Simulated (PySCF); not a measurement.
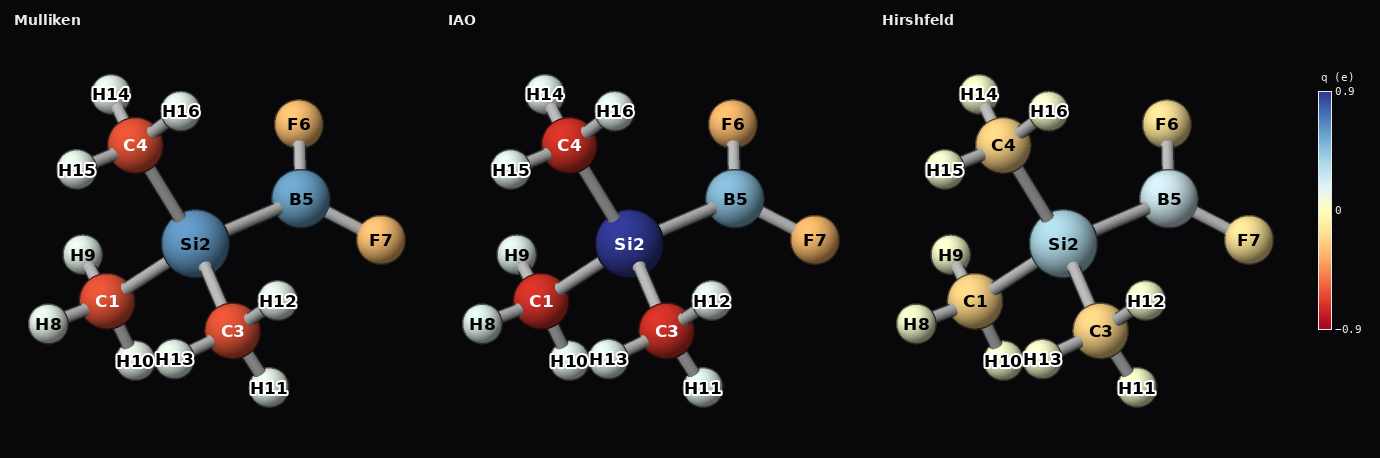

Atomic charges of one calculation by 3 schemes, on one colour scale. Computed geometry: GFN2-xTB optimisation. No frequency run is at hand to confirm it as a minimum. Computed with PBE0/pcSseg-1 (PySCF 2.14.0).

Question. On which atom do the schemes disagree most?

Answer. On Si2 (from 0.34 to 0.88 e).

List the charges (e), one line for each set of equivalent atoms. Atoms whose distances differ by more than 0.02 Å in this geometry are listed apart.

```json
{"atom": "C1", "Mulliken": "−0.61", "IAO": "−0.70", "Hirshfeld": "−0.21"}
{"atom": "Si2", "Mulliken": "0.60", "IAO": "0.88", "Hirshfeld": "0.34"}
{"atom": "C3", "Mulliken": "−0.61", "IAO": "−0.71", "Hirshfeld": "−0.22"}
{"atom": "C4", "Mulliken": "−0.61", "IAO": "−0.71", "Hirshfeld": "−0.21"}
{"atom": "B5", "Mulliken": "0.56", "IAO": "0.47", "Hirshfeld": "0.22"}
{"atom": "F6", "Mulliken": "−0.28", "IAO": "−0.31", "Hirshfeld": "−0.15"}
{"atom": "F7", "Mulliken": "−0.28", "IAO": "−0.31", "Hirshfeld": "−0.15"}
{"atom": "H8", "Mulliken": "0.14", "IAO": "0.16", "Hirshfeld": "0.04"}
{"atom": "H9", "Mulliken": "0.14", "IAO": "0.15", "Hirshfeld": "0.04"}
{"atom": "H10", "Mulliken": "0.14", "IAO": "0.15", "Hirshfeld": "0.04"}
{"atom": "H11", "Mulliken": "0.14", "IAO": "0.15", "Hirshfeld": "0.04"}
{"atom": "H12", "Mulliken": "0.14", "IAO": "0.15", "Hirshfeld": "0.04"}
{"atom": "H13", "Mulliken": "0.14", "IAO": "0.15", "Hirshfeld": "0.04"}
{"atom": "H14", "Mulliken": "0.14", "IAO": "0.16", "Hirshfeld": "0.04"}
{"atom": "H15", "Mulliken": "0.14", "IAO": "0.15", "Hirshfeld": "0.04"}
{"atom": "H16", "Mulliken": "0.14", "IAO": "0.15", "Hirshfeld": "0.04"}
```

The geometry is semi-empirical. Around B, Si such bond lengths and angles can be off by a tenth of an ångström or more and by several degrees, and values that hang on the shape move with them.
